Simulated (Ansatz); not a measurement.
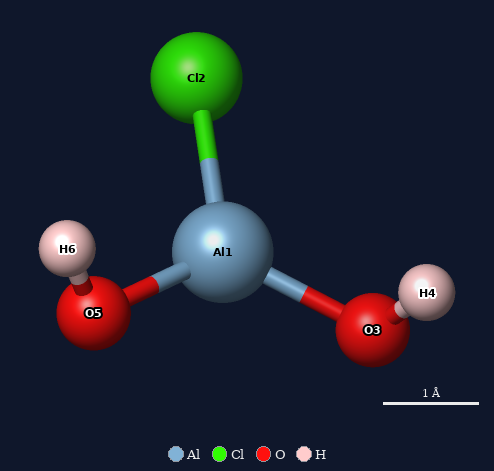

**Figure 1.** The input geometry (ball-and-stick view, seen at a tilt; atoms are numbered from 1 in the order of the input). Sticks mark near contacts. Bond lengths as drawn: Al–Cl 2.23 Å, Al–O 1.78 Å and H–O 1.01 Å.

Geometry relaxation, with input and output: AlH2ClO2

AlH2ClO2, computed with RKS PBE/6-31G* (Ansatz 0.2.0).

It belongs to a series of runs on one base structure; here: start relaxed. Figures and captions count atoms from 1; the log counts them from 0 in places.

**The program's output**
```
The last accepted step is kept in [file] (removed where the run ends without a failure and the disk answers)
Engine: ansatz 0.2.0, aarch64-unknown-linux-gnu
Functional definition: PBE
  parameter kappa = 0.804
  parameter beta = 0.06672455060314922
  exchange = pbe_x(kappa = kappa, mu = beta*pi^2/3)
  correlation = pbe_c(beta = beta)
793 factors; their error is unknown
mean field evaluation 1: about -23224.1557 eV, gradient 8.1e1 eV
mean field evaluation 2: about -23125.3097 eV, gradient 2.1e2 eV
mean field evaluation 4: about -23235.0562 eV, gradient 1.9e1 eV
mean field evaluation 8: about -23235.9916 eV, gradient 9.3e-2 eV
mean field evaluation 16: about -23235.9667 eV, gradient 4.2e-5 eV
mean field -23235.96665068 eV, -853.9060245085 hartree, gradient 4.2e-5 eV, S^2 0.000000; 0 other end points of the search recorded, 0 dependent functions left out
the calculation of the forces begins
reference -23235.96669547 eV, -853.9060261548 hartree; 24, 24 occupied and 48, 48 virtual orbitals, 793 factors
relax step   1: F+E_penalty+E_count = -23235.96665068 eV  Δ(F+E_penalty+E_count) = +0.000e0 eV  max|allowed force component| = 1.418e0 eV/Å  Δτ_max = 0.0000 Å  (25 SCF iters, accepted)
these checks for a lower state are left out or cut short: starts, cluster_reference, orbital_swaps, neighbouring_geometries, increment
793 factors; their error is unknown
mean field -23236.14326904 eV, -853.9125151136 hartree, gradient 6.6e-6 eV, S^2 0.000000; 0 other end points of the search recorded, 0 dependent functions left out
the calculation of the forces begins
reference -23236.14331328 eV, -853.9125167394 hartree; 24, 24 occupied and 48, 48 virtual orbitals, 793 factors
relax step   2: F+E_penalty+E_count = -23236.14326904 eV  Δ(F+E_penalty+E_count) = -1.766e-1 eV  max|allowed force component| = 1.612e0 eV/Å  Δτ_max = 0.1947 Å  (32 SCF iters, accepted)
these checks for a lower state are left out or cut short: starts, cluster_reference, orbital_swaps, neighbouring_geometries, increment
793 factors; their error is unknown
mean field evaluation 32: about -23236.1775 eV, gradient 5.4e-6 eV
mean field -23236.17749912 eV, -853.9137730458 hartree, gradient 5.4e-6 eV, S^2 0.000000; 0 other end points of the search recorded, 0 dependent functions left out
the calculation of the forces begins
reference -23236.17754297 eV, -853.9137746571 hartree; 24, 24 occupied and 48, 48 virtual orbitals, 793 factors
relax step   3: F+E_penalty+E_count = -23236.17749912 eV  Δ(F+E_penalty+E_count) = -3.423e-2 eV  max|allowed force component| = 1.939e0 eV/Å  Δτ_max = 0.1943 Å  (33 SCF iters, accepted)
these checks for a lower state are left out or cut short: starts, cluster_reference, orbital_swaps, neighbouring_geometries, increment
793 factors; their error is unknown
mean field -23236.30654225 eV, -853.9185152935 hartree, gradient 1.9e-5 eV, S^2 0.000000; 0 other end points of the search recorded, 0 dependent functions left out
the calculation of the forces begins
reference -23236.30658575 eV, -853.9185168921 hartree; 24, 24 occupied and 48, 48 virtual orbitals, 793 factors
relax step   4: F+E_penalty+E_count = -23236.30654225 eV  Δ(F+E_penalty+E_count) = -1.290e-1 eV  max|allowed force component| = 1.073e0 eV/Å  Δτ_max = 0.0812 Å  (27 SCF iters, accepted)
these checks for a lower state are left out or cut short: starts, cluster_reference, orbital_swaps, neighbouring_geometries, increment
793 factors; their error is unknown
mean field -23236.36744273 eV, -853.9207533446 hartree, gradient 2.5e-5 eV, S^2 0.000000; 0 other end points of the search recorded, 0 dependent functions left out
the calculation of the forces begins
reference -23236.36748543 eV, -853.9207549140 hartree; 24, 24 occupied and 48, 48 virtual orbitals, 793 factors
relax step   5: F+E_penalty+E_count = -23236.36744273 eV  Δ(F+E_penalty+E_count) = -6.090e-2 eV  max|allowed force component| = 2.031e-1 eV/Å  Δτ_max = 0.2000 Å  (31 SCF iters, accepted)
these checks for a lower state are left out or cut short: starts, cluster_reference, orbital_swaps, neighbouring_geometries, increment
793 factors; their error is unknown
mean field -23236.41276589 eV, -853.9224189402 hartree, gradient 2.0e-5 eV, S^2 0.000000; 0 other end points of the search recorded, 0 dependent functions left out
the calculation of the forces begins
reference -23236.41280850 eV, -853.9224205060 hartree; 24, 24 occupied and 48, 48 virtual orbitals, 793 factors
relax step   6: F+E_penalty+E_count = -23236.41276589 eV  Δ(F+E_penalty+E_count) = -4.532e-2 eV  max|allowed force component| = 3.555e-1 eV/Å  Δτ_max = 0.2000 Å  (31 SCF iters, accepted)
these checks for a lower state are left out or cut short: starts, cluster_reference, orbital_swaps, neighbouring_geometries, increment
793 factors; their error is unknown
mean field -23236.45890366 eV, -853.9241144720 hartree, gradient 2.0e-5 eV, S^2 0.000000; 0 other end points of the search recorded, 0 dependent functions left out
the calculation of the forces begins
reference -23236.45894561 eV, -853.9241160136 hartree; 24, 24 occupied and 48, 48 virtual orbitals, 793 factors
relax step   7: F+E_penalty+E_count = -23236.45890366 eV  Δ(F+E_penalty+E_count) = -4.614e-2 eV  max|allowed force component| = 5.415e-1 eV/Å  Δτ_max = 0.2000 Å  (31 SCF iters, accepted)
these checks for a lower state are left out or cut short: starts, cluster_reference, orbital_swaps, neighbouring_geometries, increment
793 factors; their error is unknown
mean field evaluation 64: about -23236.3699 eV, gradient 5.7e0 eV
mean field -23236.47902798 eV, -853.9248540270 hartree, gradient 1.3e-5 eV, S^2 0.000000; 0 other end points of the search recorded, 0 dependent functions left out
the calculation of the forces begins
reference -23236.47907011 eV, -853.9248555753 hartree; 24, 24 occupied and 48, 48 virtual orbitals, 793 factors
relax step   8: F+E_penalty+E_count = -23236.47902798 eV  Δ(F+E_penalty+E_count) = -2.012e-2 eV  max|allowed force component| = 3.793e-1 eV/Å  Δτ_max = 0.1101 Å  (28 SCF iters, accepted)
these checks for a lower state are left out or cut short: starts, cluster_reference, orbital_swaps, neighbouring_geometries, increment
793 factors; their error is unknown
mean field -23236.48198647 eV, -853.9249627494 hartree, gradient 9.4e-6 eV, S^2 0.000000; 0 other end points of the search recorded, 0 dependent functions left out
the calculation of the forces begins
reference -23236.48202856 eV, -853.9249642965 hartree; 24, 24 occupied and 48, 48 virtual orbitals, 793 factors
relax step   9: F+E_penalty+E_count = -23236.48198647 eV  Δ(F+E_penalty+E_count) = -2.958e-3 eV  max|allowed force component| = 4.441e-2 eV/Å  Δτ_max = 0.0699 Å  (27 SCF iters, accepted)
these checks for a lower state are left out or cut short: starts, cluster_reference, orbital_swaps, neighbouring_geometries, increment
793 factors; their error is unknown
mean field -23236.48431278 eV, -853.9250482397 hartree, gradient 2.5e-5 eV, S^2 0.000000; 0 other end points of the search recorded, 0 dependent functions left out
the calculation of the forces begins
reference -23236.48435486 eV, -853.9250497862 hartree; 24, 24 occupied and 48, 48 virtual orbitals, 793 factors
relax step  10: F+E_penalty+E_count = -23236.48431278 eV  Δ(F+E_penalty+E_count) = -2.326e-3 eV  max|allowed force component| = 7.406e-3 eV/Å  Δτ_max = 0.0433 Å  (26 SCF iters, accepted)
793 factors; their error is unknown
mean field evaluation 96: about -23236.4843 eV, gradient 1.5e-2 eV
```

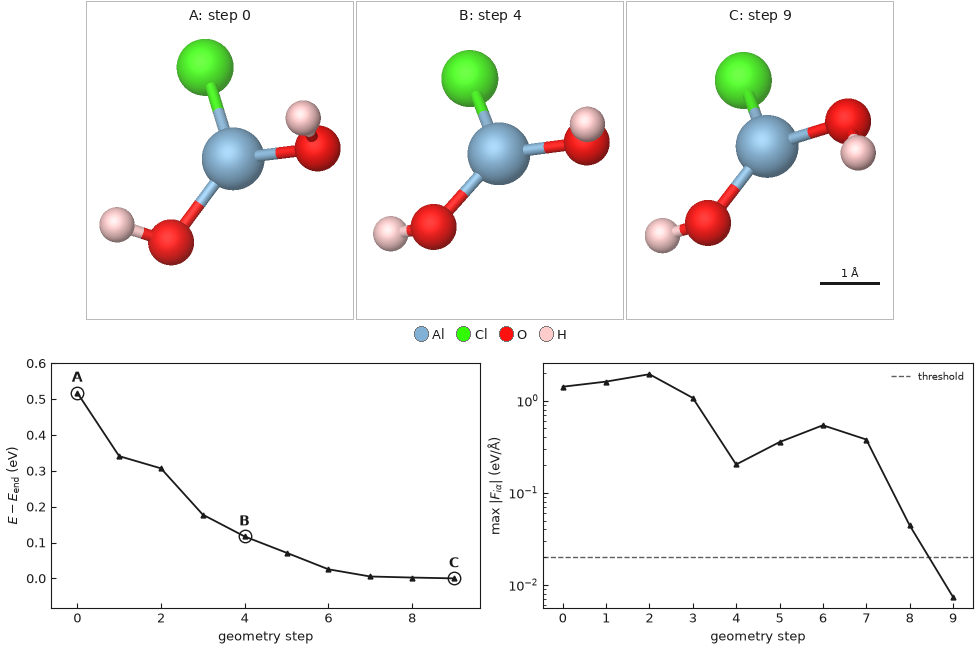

**Figure 2.** Frames of the relaxation (ball-and-stick view, seen at a tilt) above the curves, on which the letters mark them (the first geometry is step 0 here and step 1 in the log).

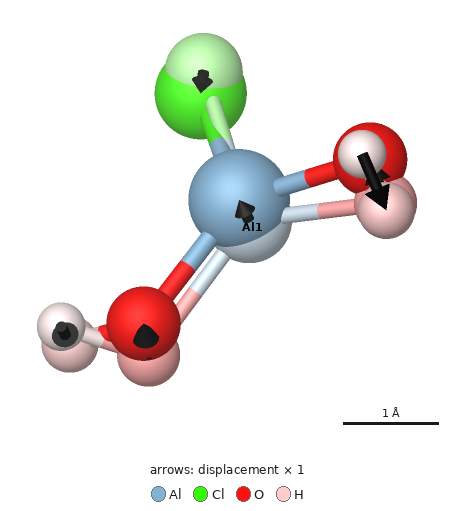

**Figure 3.** Start (faint) and end (solid) with the displacements as black arrows, at true length (ball-and-stick view, seen at a tilt). The two geometries are laid on each other by the best rigid fit. H4 moves most after the best rigid fit: 0.65 Å. By element the largest moves are H 0.65 Å, O 0.54 Å, Al 0.26 Å, Cl 0.25 Å. Among the contacts that change: Al1–Cl2 2.230 → 2.109 Å, Al1–O3 1.780 → 1.714 Å, Al1–O5 1.780 → 1.718 Å, O3–H4 1.010 → 0.975 Å. Among the angles that change: Al1–O5–H6 109.5° → 118.2°, Al1–O3–H4 109.5° → 116.6°, Cl2–Al1–O3 120.0° → 117.9°. Over 9 geometry steps the energy falls by 0.518 eV. Largest force component: 1.4 eV/Å at the start, 0.0074 eV/Å at the end. (Atoms are counted from 1 in the order of the input.)

```
mean field -23236.48431278 eV, -853.9250482397 hartree, gradient 2.5e-5 eV, S^2 0.000000; 1 other end points of the search recorded, 0 dependent functions left out
the calculation of the forces begins
reference -23236.48435486 eV, -853.9250497862 hartree; 24, 24 occupied and 48, 48 virtual orbitals, 793 factors
Total energy: -23236.48435486 eV, -853.9250497862 hartree
Atom 0 at     0.056500    -0.242749     0.093834 Å, force     0.002291    -0.000303    -0.002915 eV/Å
Atom 1 at    -0.181091     0.128037     2.156321 Å, force     0.005666     0.000144     0.004217 eV/Å
Atom 2 at     1.651601    -0.315714    -0.530088 Å, force    -0.006520     0.003304     0.005382 eV/Å
Atom 3 at     1.738357    -0.481621    -1.486703 Å, force    -0.002914    -0.002224     0.000454 eV/Å
Atom 4 at    -1.291110    -0.467643    -0.947923 Å, force     0.004309    -0.000848    -0.007406 eV/Å
Atom 5 at    -2.184057    -0.418911    -0.561841 Å, force    -0.002832    -0.000073     0.000268 eV/Å
Dipole moment:    -0.261588    -0.067802    -0.347673 e Å
```

**Trajectory as extended XYZ (Å, eV, eV/Å), 10 frames, from step=1 to step=10**
```
6
Properties=species:S:1:pos:R:3:forces:R:3 step=1 energy=-23235.96665
Al    0.0000    0.0000    0.0000    0.0463  -0.0175   0.0910
Cl    0.0000    0.0000    2.2300   -0.0089   0.0052  -1.4184
O     1.5415    0.0000   -0.8900   -0.6649  -1.2829   0.5189
H     1.8414   -0.9519   -1.0449   -0.2858   1.3242   0.1440
O    -1.5415    0.0000   -0.8900    0.4419  -1.2698   0.8903
H    -2.0512   -0.8467   -0.6815    0.4715   1.2409  -0.2259
6
Properties=species:S:1:pos:R:3:forces:R:3 step=2 energy=-23236.14327
Al    0.0001   -0.0655   -0.0305    0.2216   0.2323  -0.2878
Cl   -0.0187   -0.0272    2.1153   -0.0797  -0.0542  -0.4447
O     1.5600    0.0124   -0.8388   -0.6045  -0.6824   0.3007
H     1.8980   -0.8977   -1.0308   -0.0619   0.6026   0.0029
O    -1.4978   -0.0677   -0.9482   -0.5872  -1.6121   1.2060
H    -2.1514   -0.7529   -0.5434    1.1117   1.5136  -0.7771
6
Properties=species:S:1:pos:R:3:forces:R:3 step=3 energy=-23236.17750
Al    0.0079   -0.0757   -0.0580    0.1716   0.0276  -0.3821
Cl   -0.0635   -0.0700    2.0591   -0.1158   0.0033  -0.0261
O     1.5660    0.0272   -0.8211   -0.3267  -0.3663   0.1246
H     1.9315   -0.8598   -1.0313    0.0136   0.3324  -0.0456
O    -1.4458   -0.2006   -1.0121   -1.5921  -1.2022   1.9394
H    -2.2059   -0.6198   -0.4129    1.8494   1.2052  -1.6103
6
Properties=species:S:1:pos:R:3:forces:R:3 step=4 energy=-23236.30654
Al    0.0267   -0.1059   -0.0625    0.0402   0.0127  -0.1692
Cl   -0.1426   -0.0645    2.0413    0.0080   0.0152   0.1290
O     1.5733    0.0151   -0.8167   -0.1763  -0.1633   0.0814
H     1.9722   -0.8345   -1.0859    0.0301   0.1439  -0.0620
O    -1.4359   -0.2523   -0.9703   -0.9750  -0.5568   0.9430
H    -2.2034   -0.5565   -0.3823    1.0730   0.5483  -0.9222
6
Properties=species:S:1:pos:R:3:forces:R:3 step=5 energy=-23236.36744
Al    0.0283   -0.1905   -0.0292   -0.0249   0.0344   0.2031
Cl   -0.1573   -0.0374    2.0791    0.0179   0.0360  -0.0632
O     1.5623    0.0029   -0.7615    0.0744  -0.1242   0.0183
H     1.9893   -0.7579   -1.1926   -0.0044   0.0697  -0.0789
O    -1.4018   -0.4474   -0.9429   -0.1286   0.0793   0.0190
H    -2.2305   -0.3683   -0.4293    0.0657  -0.0952  -0.0982
6
Properties=species:S:1:pos:R:3:forces:R:3 step=6 energy=-23236.41277
Al    0.0416   -0.1791    0.0539    0.0456   0.0164  -0.3555
Cl   -0.1794    0.0376    2.1387    0.0446   0.0172   0.0660
O     1.6039   -0.1057   -0.6578    0.0211  -0.1689   0.1459
H     1.8930   -0.7163   -1.3629   -0.2186   0.1884   0.0900
O    -1.3565   -0.3259   -0.9423   -0.0465  -0.1358   0.1040
H    -2.2125   -0.5092   -0.5061    0.1538   0.0827  -0.0504
6
Properties=species:S:1:pos:R:3:forces:R:3 step=7 energy=-23236.45890
Al    0.0462   -0.1998    0.0468    0.5415  -0.0106   0.4558
Cl   -0.1773    0.0765    2.1390    0.0104   0.0445  -0.1485
O     1.6726   -0.2196   -0.5444   -0.4569  -0.0758   0.0258
H     1.7793   -0.5747   -1.4467    0.0449   0.0670  -0.0442
O    -1.3221   -0.4709   -0.9326   -0.0887  -0.0108  -0.3477
H    -2.2085   -0.4101   -0.5385   -0.0513  -0.0143   0.0588
6
Properties=species:S:1:pos:R:3:forces:R:3 step=8 energy=-23236.47903
Al    0.0685   -0.2334    0.0930   -0.3793  -0.0253  -0.0463
Cl   -0.2028    0.1187    2.1555    0.0201   0.0041  -0.0153
O     1.6558   -0.2989   -0.5331    0.1482  -0.0185  -0.0603
H     1.7061   -0.5022   -1.4853    0.0660   0.0071  -0.0376
O    -1.2804   -0.4615   -0.9662    0.1731   0.0420   0.2132
H    -2.1570   -0.4212   -0.5403   -0.0282  -0.0094  -0.0538
6
Properties=species:S:1:pos:R:3:forces:R:3 step=9 energy=-23236.48199
Al    0.0565   -0.2520    0.0909    0.0193   0.0149   0.0368
Cl   -0.1869    0.1433    2.1489    0.0142  -0.0163   0.0031
O     1.6521   -0.3588   -0.5252    0.0067   0.0444   0.0027
H     1.7465   -0.4455   -1.4913   -0.0082  -0.0345   0.0005
O    -1.2945   -0.4555   -0.9480   -0.0117  -0.0262  -0.0423
H    -2.1836   -0.4302   -0.5517   -0.0202   0.0176  -0.0008
6
Properties=species:S:1:pos:R:3:forces:R:3 step=10 energy=-23236.48431
Al    0.0565   -0.2427    0.0938    0.0023  -0.0003  -0.0029
Cl   -0.1811    0.1280    2.1563    0.0057   0.0001   0.0042
O     1.6516   -0.3157   -0.5301   -0.0065   0.0033   0.0054
H     1.7384   -0.4816   -1.4867   -0.0029  -0.0022   0.0005
O    -1.2911   -0.4676   -0.9479    0.0043  -0.0008  -0.0074
H    -2.1841   -0.4189   -0.5618   -0.0028  -0.0001   0.0003
```

The run was set up as follows.

**Input**
```yaml
crystal:
  periodic: [false, false, false]
  atoms:
    - { symbol: Al, position_ang: [0.0, 0.0, 0.0] }
    - { symbol: Cl, position_ang: [0.0, 0.0, 2.23] }
    - { symbol: O, position_ang: [1.5415, 0.0, -0.89] }
    - { symbol: H, position_ang: [1.8414, -0.9519, -1.0449] }
    - { symbol: O, position_ang: [-1.5415, 0.0, -0.89] }
    - { symbol: H, position_ang: [-2.0512, -0.8467, -0.6815] }
basis:
  gaussian: { orbitals: "6-31G*" }
hamiltonian:
  xc: pbe
relax:
  f_tol: 0.02
  max_steps: 40
```

Launch command:
```bash
ansatz run input.yaml --threads 1 --pin off --max-ram 2048MiB --backend cpu --events-out ev --progress --plain --runs-dir out
```

**Results in brief**

| quantity | value |
| --- | --- |
| outcome | converged |
| total energy | −23236.4844 eV |
| mean-field energy | −23236.4844 eV |
| largest force (length of the vector) at the end | 0.009 eV/Å |
| hardware | 1 thread of Arm Neoverse V1, 24 GiB of memory available, shared host |
| wall time | 26 s |
| peak memory | 0.13 GiB |
